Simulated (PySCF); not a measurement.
# C3H10GeSi: what the fields show

```xyz
15

C     2.4496    0.7137   -0.1116
C     1.2064    0.9051    0.2933
C     0.5030    0.0666    1.2960
Ge   -0.8006   -1.1483    0.3849
Si   -2.1779   -0.0663   -1.1690
H     3.0606   -0.0750    0.2974
H     2.9088    1.3367   -0.8604
H     0.6153    1.7044   -0.1400
H     1.2146   -0.5288    1.8686
H    -0.0512    0.6991    1.9929
H    -1.5330   -1.8793    1.4957
H     0.0237   -2.2613   -0.2250
H    -1.3571    0.6860   -2.1189
H    -2.9926   -1.0204   -1.9195
H    -3.0740    0.8756   -0.4950
```

Geometry: GFN2-xTB.

Level of theory: CAM-B3LYP/def2-SVPD, SCF density, gas phase (PySCF).

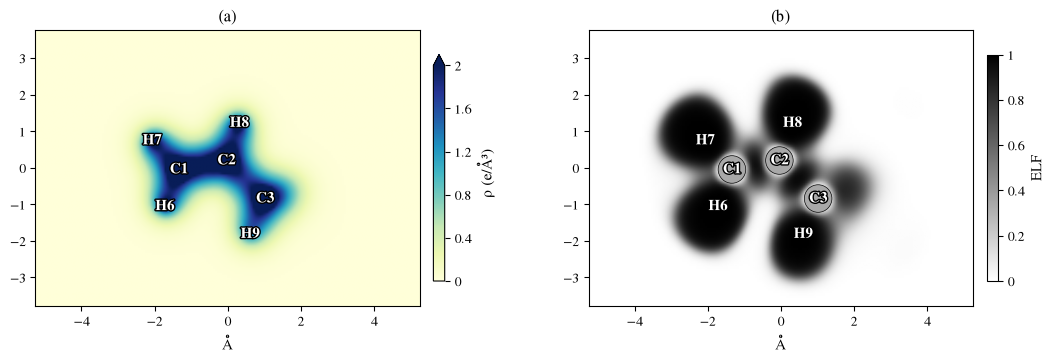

Figure 1. (a) electron density; (b) electron localisation function on the plane of atoms C2, C1 and H7. Grey discs cover the atomic cores in the ELF map.

Describe what can be read from this map.

Answer.
- Atoms in the plane: C and H.
- C–C (1.32 Å): ρ at the midpoint is about 2.3 e/Å³; the ELF peaks at about 0.95 between the atoms: a multiple bond.
- C–H (1.08 Å): the density is about 2 e/Å³ at the midpoint; the ELF climbs to about 1 towards the hydrogen, as it does in any bond to H; a covalent bond by its length.
- C–C (1.48 Å): the density is about 1.8 e/Å³ at the midpoint; the ELF peaks at about 0.95 between the atoms; localised, covalent bonding.

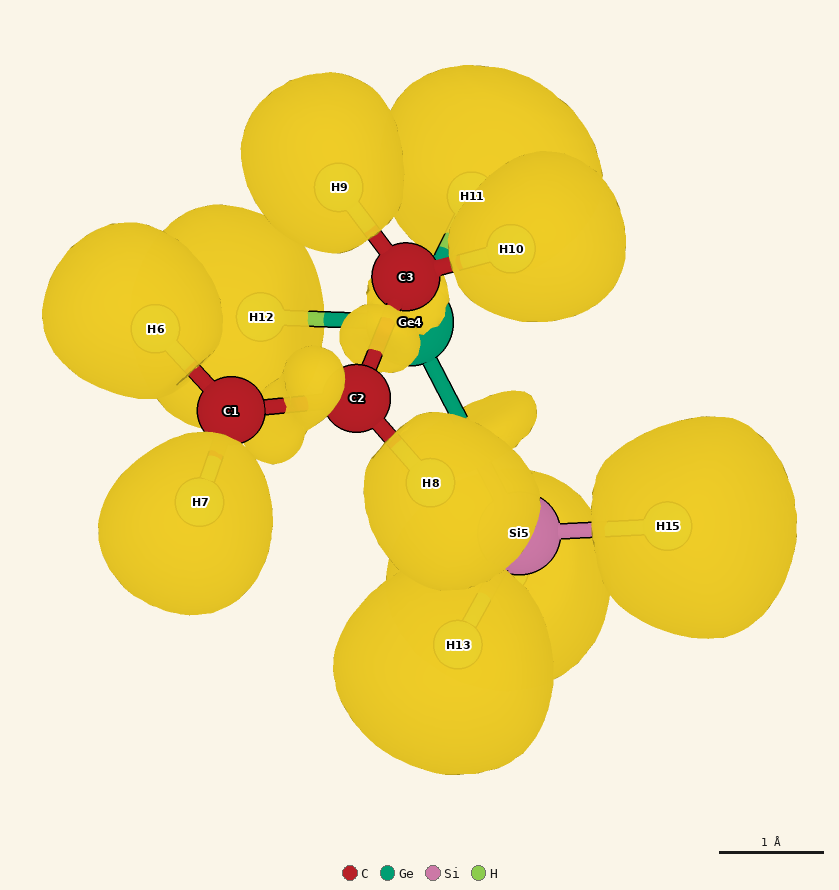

Figure 2. Isosurface of the electron localisation function at 0.85 (yellow), seen at an oblique angle. Only the valence region is drawn (cores and ρ < 0.01 e/Å³ removed).

Describe the localisation domains.

Answer. At this value the surface marks out two regions between bonded C–C atoms (shared pairs), one region between bonded Ge–Si atoms (shared pairs), ten regions around hydrogen nuclei and one lobe of the valence shell of C pointing towards Ge (polar bonds). Profiles from the grid: C–Ge (2.00 Å): the ELF peaks at about 0.95 in the valence shell of C, 0.8 Å from its nucleus, and is about 0.70 at the midpoint.

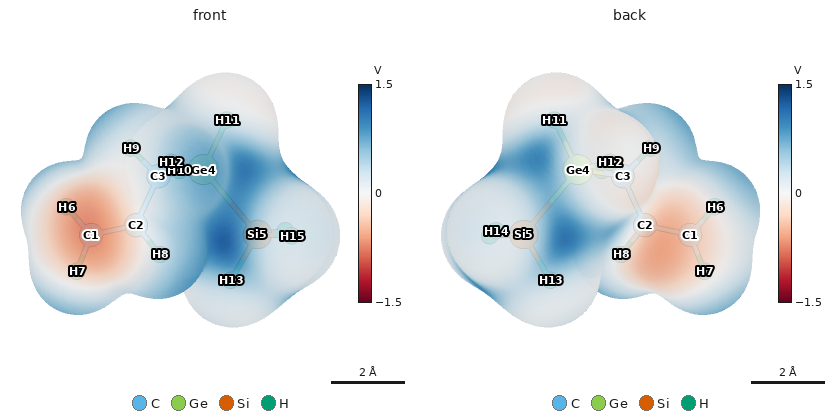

Figure 3. The electrostatic potential painted on the density surface at 0.002 e/bohr³, seen from the front and from behind; the colour scale runs from red (negative) to blue (positive).

Where is the surface potential most negative and most positive?

Answer. The most negative region (about −0.7 V) lies over the π face of C1 and C2, the most positive (about +1.2 V) over Si5.

How polar is the molecule by this calculation?

Answer. Its dipole moment is 0.42 D.
